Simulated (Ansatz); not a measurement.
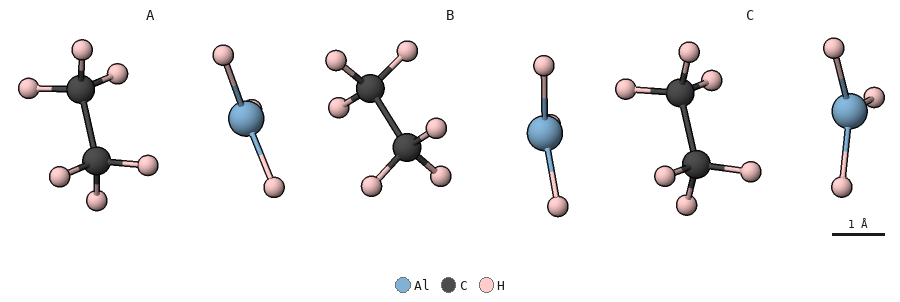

3 geometries from one relaxation of C$_{2}$H$_{9}$Al, in shuffled order. Style: ball-and-stick. Shown at a tilt.

The run prepares an end point of a later path (reaction) calculation, from a guessed geometry.

Computed with RKS r2SCAN-D4/def2-SVP (Ansatz 0.2.0). Set-up: no spin polarisation; force threshold 0.03 eV/Å; at most 50 steps.

Q: Put them in the order of the run, from the start to the converged end.

A: C, A, B. They are steps 0, 10, 22, at +5.35 kcal/mol, +1.61 kcal/mol relative to the last. The largest move after the best rigid fit is that of an H atom, 1.21 Å. By element the largest moves are H 1.21 Å, Al 0.46 Å, C 0.41 Å. Some distances before and after: Al–H 3.818 → 2.323 Å, Al–C 3.168 → 2.690 Å, Al–H 1.567 → 1.591 Å, C–H 1.101 → 1.107 Å. Bond angles that change, for instance: H–C–H 105.7° → 111.2°, C–C–H 114.8° → 110.9°, H–C–H 107.4° → 105.0°. After 21 accepted moves (22 points after the start) the energy has fallen by 5.35 kcal/mol. Largest force component: 0.44 eV/Å at the start, 0.015 eV/Å at the end. The line search rejected the trial step at point 13 of the run. The forces were under the threshold at step 11, but the run went on from there.
